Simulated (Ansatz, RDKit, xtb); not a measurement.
# C3H7FSi: which of the isomers drawn lies lowest?, part 2 of 2

A sample of isomers of C3H7FSi is drawn. Aim: find which of them has the lowest free energy at 298.15 K, then its properties. The sample is small against all isomers, and the most stable one of this formula need not be in it.

xtb, Ansatz and PySCF; isolated molecules. Earlier steps stand in the parts before.

### 7 Harmonic analysis of the finalists

The lowest few in one piece go on as finalists. Harmonic vibrations at B3LYP/def2-SVP test each finalist and give the zero-point energy and the thermal terms. The first, c639a:

input.yaml reads:

```yaml
crystal:
  periodic: [false, false, false]
  atoms:
    - symbol: C
      position_ang: [-0.827516, -1.340138, 1.680054]
    - symbol: C
      position_ang: [-1.300213, -0.344689, 0.681613]
    - symbol: C
      position_ang: [-0.794321, -1.720908, 0.231348]
    - symbol: F
      position_ang: [-1.765118, -1.947083, 2.475260]
    - symbol: Si
      position_ang: [-1.975379, -3.013958, -0.459618]
    - symbol: H
      position_ang: [0.108958, -1.180767, 2.225752]
    - symbol: H
      position_ang: [-0.683948, 0.537073, 0.482638]
    - symbol: H
      position_ang: [-2.379318, -0.166398, 0.642333]
    - symbol: H
      position_ang: [0.205331, -1.735834, -0.220424]
    - symbol: H
      position_ang: [-1.589080, -4.381300, -0.004305]
    - symbol: H
      position_ang: [-3.373884, -2.728188, -0.033159]
    - symbol: H
      position_ang: [-1.912307, -2.980917, -1.951065]
basis:
  gaussian:
    orbitals: def2-SVP
hamiltonian:
  xc: {name: B3LYP}
phonons: {}
scf:
  lower_state_search: "off"
```

On the command line:

```
$ ansatz run input.yaml --threads 2 --pin off --max-ram 5220MiB --events-out events.jsonl --progress --plain --runs-dir runs
```

Log (excerpt; [...] marks lines left out):

```text
Warning: RAYON_NUM_THREADS=2 ignored (pool sized by the plan → 2); use --threads N
Functional definition: B3LYP
  name "B3LYP"
[...]
1200 factors; integrals over basis functions are off by at most 3.0e-4 eV
[...]
mean field -13812.19525483 eV, -507.5888133726 hartree, gradient 4.3e-6 eV, S^2 0.000000; 0 other end points of the search recorded, 0 dependent functions left out
[...]
reference -13812.19550541 eV, -507.5888225814 hartree; 24, 24 occupied and 85, 85 virtual orbitals, 1200 factors
[...]
1200 factors; integrals over basis functions are off by at most 3.0e-4 eV
mean field -13812.19507231 eV, -507.5888066654 hartree, gradient 1.2e-6 eV, S^2 0.000000; 0 other end points of the search recorded, 0 dependent functions left out
[...]
reference -13812.19532293 eV, -507.5888158755 hartree; 24, 24 occupied and 85, 85 virtual orbitals, 1200 factors
[...]
Atom 6 at    -0.683948     0.537073     0.482638 Å, force     0.001180     0.001127    -0.000446 eV/Å
Atom 7 at    -2.379318    -0.166398     0.642333 Å, force    -0.000621    -0.000578     0.000976 eV/Å
Atom 8 at     0.205331    -1.735834    -0.220424 Å, force     0.000290    -0.000558    -0.000422 eV/Å
Atom 9 at    -1.589080    -4.381300    -0.004305 Å, force     0.000016    -0.000030    -0.000028 eV/Å
Atom 10 at    -3.373884    -2.728188    -0.033159 Å, force    -0.000048    -0.000027    -0.000086 eV/Å
Atom 11 at    -1.912307    -2.980917    -1.951065 Å, force     0.000159     0.000170    -0.000160 eV/Å
Dipole moment:     0.278156     0.235908    -0.136624 e Å
Vibrations: 113.43 152.03 224.97 418.11 468.85 570.10 671.65 727.08 791.47 834.14 937.59 950.67 959.16 973.64 1000.56 1041.68 1059.75 1109.97 1164.62 1220.26 1298.34 1389.76 1467.63 2218.97 2224.83 2237.52 3119.99 3127.60 3156.45 3215.42 cm⁻¹, zero-point energy 2.408160 eV
Checks for a lower state left out: stability, starts, cluster_reference, orbital_swaps, neighbouring_geometries, increment
```

Wall time 1.9 min (2 threads of Intel Xeon Platinum 8375C at 2.90GHz (Ice Lake), shared host); peak memory 0.23 GiB.

### 8 Zero-point energy and free-energy terms

At 298.15 K and 1 atm, ideal gas, rigid rotor and harmonic oscillator:

```
label                  SMILES     spin  point group  lowest mode (cm⁻¹)  zero-point (kcal/mol)  G − E (kcal/mol)
c639a  F[C@@H]1C[C@@H]1[SiH3]  singlet           C1                 113                   55.5              36.4
c514a   F[C@@H]1C[C@H]1[SiH3]  singlet           C1                 116                   55.4              36.2
c791a          FC1([SiH3])CC1  singlet           Cs                 143                   55.0              36.5
```

Chiral structures get −RT ln 2 for their mirror image.

### 9 Last filter: a higher level

Each finalist gets a single point at CCSD(T)/def2-SVP + MP2/def2-TZVPP - MP2/def2-SVP.

c639a, CCSD(T)/def2-SVP:

input.yaml reads:

```yaml
crystal:
  periodic: [false, false, false]
  atoms:
    - {symbol: C, position_ang: [-0.827516, -1.340138, 1.680054]}
    - {symbol: C, position_ang: [-1.300213, -0.344689, 0.681613]}
    - {symbol: C, position_ang: [-0.794321, -1.720908, 0.231348]}
    - {symbol: F, position_ang: [-1.765118, -1.947083, 2.475260]}
    - {symbol: Si, position_ang: [-1.975379, -3.013958, -0.459618]}
    - {symbol: H, position_ang: [0.108958, -1.180767, 2.225752]}
    - {symbol: H, position_ang: [-0.683948, 0.537073, 0.482638]}
    - {symbol: H, position_ang: [-2.379318, -0.166398, 0.642333]}
    - {symbol: H, position_ang: [0.205331, -1.735834, -0.220424]}
    - {symbol: H, position_ang: [-1.589080, -4.381300, -0.004305]}
    - {symbol: H, position_ang: [-3.373884, -2.728188, -0.033159]}
    - {symbol: H, position_ang: [-1.912307, -2.980917, -1.951065]}
basis:
  gaussian: {orbitals: def2-SVP}
correlation: {method: ccsd_t, frozen_orbitals: {F: 1, Si: 5, H: 0, C: 1}}
```

On the command line:

```
$ ansatz run input.yaml --threads 2 --pin off --max-ram 5220MiB --events-out events.jsonl --progress --plain --runs-dir runs
```

Log (excerpt; [...] marks lines left out):

```text
Warning: RAYON_NUM_THREADS=2 ignored (pool sized by the plan → 2); use --threads N
Functional definition: HF
  name "HF"
[...]
1092 factors; integrals over basis functions are off by at most 1.4e-3 eV
[...]
mean field -13762.16293259 eV, -505.7501594437 hartree, gradient 1.7e-6 eV, S^2 0.000000; 0 other end points of the search recorded, 0 dependent functions left out
9 core orbitals not correlated: weight in the atoms' cores, before any rotation towards them, 1.000 or more for the frozen orbitals, at most 0.000 for the correlated occupied ones
reference -13762.16293259 eV, -505.7501594437 hartree; 15, 15 occupied and 85, 85 virtual orbitals, 1092 factors
second order -18.95472728 eV of doubles, -0.00000000 eV of singles
cycle   1  -19.80120661 eV  change   -8.5e-1 eV  update   9.5e-2
[...]
cycle   9  -20.42792689 eV  change   -3.2e-6 eV  update   9.5e-6
perturbative correction -0.57272976 eV, -0.0210474304 hartree
Total energy: -13783.16358924 eV, -506.5219193408 hartree
```

Wall time 6.6 s (2 threads of Intel Xeon Platinum 8375C at 2.90GHz (Ice Lake), shared host); peak memory 0.55 GiB.

### 10 c639a at MP2/def2-TZVPP

input.yaml, as its differences from that of step 9:

```diff
@@ -16,3 +16,6 @@
 basis:
-  gaussian: {orbitals: def2-SVP}
-correlation: {method: ccsd_t, frozen_orbitals: {F: 1, Si: 5, H: 0, C: 1}}
+  gaussian:
+    orbitals: def2-TZVPP
+correlation:
+  method: mp2
+  frozen_orbitals: {F: 1, Si: 5, H: 0, C: 1}
```

On the command line:

```
$ ansatz run input.yaml --threads 2 --pin off --max-ram 5220MiB --events-out events.jsonl --progress --plain --runs-dir runs
```

Log:

```text
Warning: RAYON_NUM_THREADS=2 ignored (pool sized by the plan → 2); use --threads N
[... 2 set-up lines as earlier in the session ...]
  exchange = exact_x
  correlation = 0
1557 factors; integrals over basis functions are off by at most 9.7e-4 eV
mean field evaluation 1: about -13768.3114 eV, gradient 3.3e1 eV
mean field evaluation 2: about -13768.5602 eV, gradient 3.4e1 eV
mean field evaluation 4: about -13771.7339 eV, gradient 3.9e0 eV
mean field evaluation 8: about -13771.7866 eV, gradient 2.1e-1 eV
mean field -13771.78675088 eV, -506.1038282427 hartree, gradient 1.4e-6 eV, S^2 0.000000; 0 other end points of the search recorded, 0 dependent functions left out
9 core orbitals not correlated: weight in the atoms' cores, before any rotation towards them, 1.000 or more for the frozen orbitals, at most 0.000 for the correlated occupied ones
reference -13771.78675088 eV, -506.1038282427 hartree; 15, 15 occupied and 240, 240 virtual orbitals, 1557 factors
second order -23.84232849 eV of doubles, -0.00000000 eV of singles
Total energy: -13795.62907937 eV, -506.9800176537 hartree
```

It took 5.7 s on 2 threads of Intel Xeon Platinum 8375C at 2.90GHz (Ice Lake), shared host; peak memory 0.68 GiB.

### 11 c514a at CCSD(T)/def2-SVP

input.yaml reads:

```yaml
crystal:
  periodic: [false, false, false]
  atoms:
    - symbol: C
      position_ang: [-0.373276, -2.099563, -0.400044]
    - symbol: C
      position_ang: [-0.579115, -0.681916, -0.001193]
    - symbol: C
      position_ang: [-1.021315, -1.819579, 0.926864]
    - symbol: F
      position_ang: [0.902844, -2.586194, -0.388869]
    - symbol: Si
      position_ang: [-2.826148, -2.198877, 1.270489]
    - symbol: H
      position_ang: [-0.954955, -2.531729, -1.222959]
    - symbol: H
      position_ang: [-1.335636, -0.089026, -0.525457]
    - symbol: H
      position_ang: [0.314640, -0.125343, 0.294412]
    - symbol: H
      position_ang: [-0.338490, -1.984576, 1.769211]
    - symbol: H
      position_ang: [-2.998577, -3.611057, 1.721996]
    - symbol: H
      position_ang: [-3.367483, -1.290428, 2.323982]
    - symbol: H
      position_ang: [-3.609237, -1.993305, 0.014653]
basis:
  gaussian:
    orbitals: def2-SVP
correlation:
  method: ccsd_t
  frozen_orbitals: {F: 1, Si: 5, H: 0, C: 1}
```

On the command line:

```
$ ansatz run input.yaml --threads 2 --pin off --max-ram 5220MiB --events-out events.jsonl --progress --plain --runs-dir runs
```

Log (excerpt; [...] marks lines left out):

```text
Warning: RAYON_NUM_THREADS=2 ignored (pool sized by the plan → 2); use --threads N
[... 2 set-up lines as earlier in the session ...]
[...]
1094 factors; integrals over basis functions are off by at most 1.2e-3 eV
[...]
mean field -13762.12278353 eV, -505.7486839929 hartree, gradient 1.8e-6 eV, S^2 0.000000; 0 other end points of the search recorded, 0 dependent functions left out
9 core orbitals not correlated: weight in the atoms' cores, before any rotation towards them, 1.000 or more for the frozen orbitals, at most 0.000 for the correlated occupied ones
reference -13762.12278353 eV, -505.7486839929 hartree; 15, 15 occupied and 85, 85 virtual orbitals, 1094 factors
second order -18.94591662 eV of doubles, -0.00000000 eV of singles
cycle   1  -19.79497013 eV  change   -8.5e-1 eV  update   9.5e-2
[...]
cycle   9  -20.41878814 eV  change   -1.1e-6 eV  update   1.2e-5
perturbative correction -0.57220142 eV, -0.0210280143 hartree
Total energy: -13783.11377309 eV, -506.5200886310 hartree
```

Run time: 6.6 s. Hardware: 2 threads of Intel Xeon Platinum 8375C at 2.90GHz (Ice Lake), shared host; peak memory 0.54 GiB.

### 12 Putting it together

Energies in kcal/mol from c639a; G adds the thermal terms to the CCSD(T)/def2-SVP + MP2/def2-TZVPP - MP2/def2-SVP energy. The columns left of the relaxed level are at the tight-binding geometries.

```
label                  SMILES     spin  GFN2-xTB  HF/STO-3G  r2SCAN-D4/def2-SVP  B3LYP/def2-SVP  HF/def2-SVP  MP2/def2-SVP  CCSD(T)/def2-SVP + MP2/def2-TZVPP - MP2/def2-SVP    G  share at equilibrium     T1
c639a  F[C@@H]1C[C@@H]1[SiH3]  singlet       0.0        0.0                 0.0             0.0          0.0           0.0                                               0.0  0.0                58.0 %  0.010
c514a   F[C@@H]1C[C@H]1[SiH3]  singlet       0.3        0.2                 1.0             0.9          0.9           1.1                                               0.4  0.2                41.6 %  0.010
c791a          FC1([SiH3])CC1  singlet       0.9        1.3                 3.2             3.0          4.1           3.9                                               2.9  2.9                 0.4 %  0.010
```

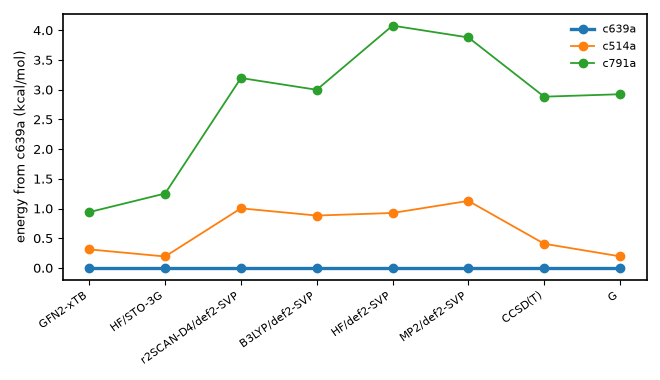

The finalists at each level, measured from c639a.

Lowest found: c639a, `F[C@@H]1C[C@@H]1[SiH3]`, a singlet of point group C1. Bond lengths: C1–C2 1.487 Å, C1–C3 1.498 Å, C2–C3 1.534 Å, C1–F4 1.371 Å, C3–Si5 1.883 Å, C1–H6 1.096 Å, C2–H7 1.094 Å, C2–H8 1.094 Å, C3–H9 1.097 Å, Si5–H10 1.492 Å, Si5–H11 1.490 Å, Si5–H12 1.493 Å. Some angles: C1–C2–C3 59.4°, C2–C1–C3 61.8°, C2–C1–F4 117.9°, C3–C1–F4 117.6°, C1–C3–C2 58.7°, C1–C3–Si5 121.0°, C2–C3–Si5 121.1°, C1–C2–H7 118.9°, C1–C2–H8 116.5°, C3–C2–H7 118.9°.

```xyz
12

C    -0.8275   -1.3401    1.6801
C    -1.3002   -0.3447    0.6816
C    -0.7943   -1.7209    0.2313
F    -1.7651   -1.9471    2.4753
Si   -1.9754   -3.0140   -0.4596
H     0.1090   -1.1808    2.2258
H    -0.6839    0.5371    0.4826
H    -2.3793   -0.1664    0.6423
H     0.2053   -1.7358   -0.2204
H    -1.5891   -4.3813   -0.0043
H    -3.3739   -2.7282   -0.0332
H    -1.9123   -2.9809   -1.9511
```

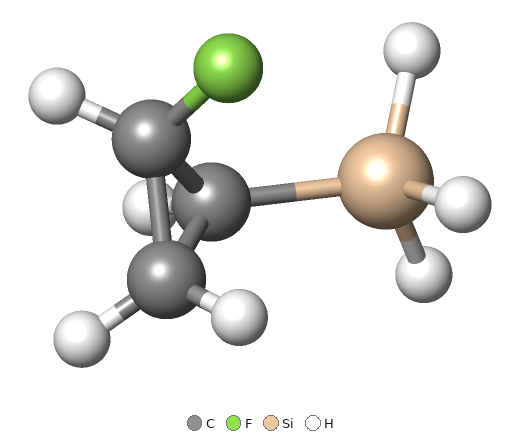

The lowest structure found, seen from a chosen angle (carbon grey, fluorine green, silicon light orange, hydrogen white).

### 13 Summary of results

The summary covers parts 1 to 2.

| quantity | value |
| --- | --- |
| lowest structure found | F[C@@H]1C[C@@H]1[SiH3], singlet, C1 |
| next finalist | F[C@@H]1C[C@H]1[SiH3], singlet, 0.2 kcal/mol higher in G |
| share at equilibrium, among the finalists | 58.0 % |
| funnel | 3 starts, 3 minima at GFN2-xTB, 5 screening runs, 3 relaxed, 3 ranked |
| CPU time of all runs | 14 min |
| harmonic wavenumbers, lowest and highest (B3LYP/def2-SVP) | 113 and 3215 cm⁻¹ |
| rotational constants, same geometry | 0.2128, 0.0952, 0.0761 cm⁻¹ |

In words: The lowest structure found is `F[C@@H]1C[C@@H]1[SiH3]`. The next finalist is drawn with the same bonds. At 0.2 kcal/mol the two aren't resolved. GFN2-xTB, HF/STO-3G, r2SCAN-D4/def2-SVP, B3LYP/def2-SVP, HF/def2-SVP and MP2/def2-SVP already put its bonding pattern lowest among the structures in one piece. The largest share of the time went into the vibrations (78 %). Lowest found is not proven lowest: the search is finite, and each finalist counts with one conformer. Only 3 drawn patterns were tried, so whole families of isomers are missing, and the result ranks this sample alone.
